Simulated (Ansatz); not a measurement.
```xyz
13

B     0.4076   -1.7141   -0.9987
C    -0.2508   -0.9663    0.1909
S     0.8912   -0.1842    1.3526
C    -1.2496    0.0730   -0.4273
N    -1.1924    1.3049   -0.3047
Ga    0.1256    2.1827    0.7516
H     1.5736   -1.6106   -1.2400
H    -0.2959   -2.3562   -1.7198
H    -0.8711   -1.6639    0.7666
H     1.9793   -0.1792    0.5668
H    -2.0402   -0.4334   -0.9993
H    -0.4194    2.7654    2.0984
H     1.3421    2.7818   -0.0371
```

Geometry: PBE0-D4/def2-TZVP.

Method: Ansatz, RKS PBE0-D4/def2-TZVPP.

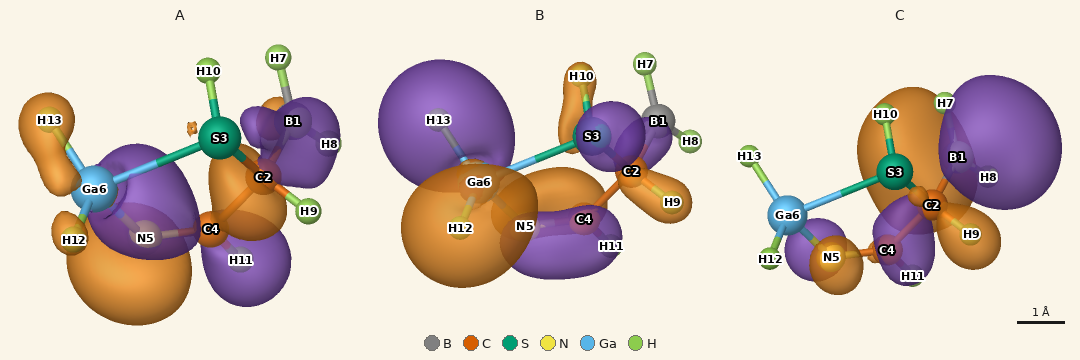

C2H7BGaNS. Three frontier orbitals at ±0.08 Å⁻³ᐟ² (orange and purple are the two phases), in no order.

### Which picture is the HOMO−1, the HOMO and the LUMO?

B is the HOMO−1 (−7.85 eV). By Hirshfeld shares it lies mainly on Ga6 (about 30 %), H13 (about 25 %), H12 (about 20 %), N5 (about 5 %) and C4 (about 5 %). A is the HOMO (−6.73 eV). Its weight (Hirshfeld) is mainly on N5 (about 55 %), C4 (about 10 %), Ga6 (about 10 %) and C2 (about 10 %). C is the LUMO (−2.24 eV). It lies mainly on B1 (about 55 %), C2 (about 10 %), H7 (about 5 %), H8 (about 5 %) and C4 (about 5 %).

### What is the HOMO–LUMO gap?

4.49 eV between the orbital energies.
